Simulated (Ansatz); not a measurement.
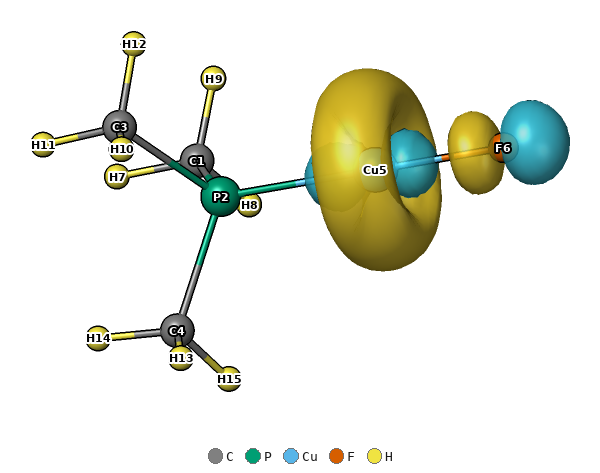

Figure 1: C3H9CuFP. The HOMO at ±0.15 Å⁻³ᐟ² (yellow and cyan are the two phases), seen at a tilt.

Geometry: PBE0-D4/def2-TZVP.

The calculation used RKS PBE0-D4/def2-TZVPP (Ansatz).

The calculation's input:

```
crystal:
  periodic: [false, false, false]
  atoms:
    - {symbol: C, position_ang: [-0.650017, -0.577642, 1.474207]}
    - {symbol: P, position_ang: [-0.045582, 0.303955, 0.001008]}
    - {symbol: C, position_ang: [1.693828, -0.220795, -0.108270]}
    - {symbol: C, position_ang: [-0.834357, -0.596152, -1.370301]}
    - {symbol: Cu, position_ang: [-0.363591, 2.421493, 0.007653]}
    - {symbol: F, position_ang: [-0.627140, 4.175255, 0.013034]}
    - {symbol: H, position_ang: [-0.454160, -1.650194, 1.401515]}
    - {symbol: H, position_ang: [-1.723293, -0.413552, 1.581070]}
    - {symbol: H, position_ang: [-0.157341, -0.180585, 2.362958]}
    - {symbol: H, position_ang: [2.135965, 0.174737, -1.023874]}
    - {symbol: H, position_ang: [1.779213, -1.310163, -0.107370]}
    - {symbol: H, position_ang: [2.249744, 0.185115, 0.738170]}
    - {symbol: H, position_ang: [-0.460339, -0.211516, -2.320266]}
    - {symbol: H, position_ang: [-0.630405, -1.667925, -1.309274]}
    - {symbol: H, position_ang: [-1.912516, -0.432031, -1.340259]}
basis:
  gaussian: {orbitals: def2-TZVPP}
hamiltonian: {xc: pbe0, dispersion: d4}
output: {orbitals: {seedname: orbitals}}
```

Command:

```sh
ansatz run in.yaml --threads 2 --pin off --events-out ev --progress --plain --max-ram 20480MiB --backend cuda --devices 0, --max-vram 18GiB
```

### Where does this orbital lie, and at what energy?

It lies mainly on Cu5 (about 80 %) and F6 (about 10 %). Its energy is −6.62 eV.
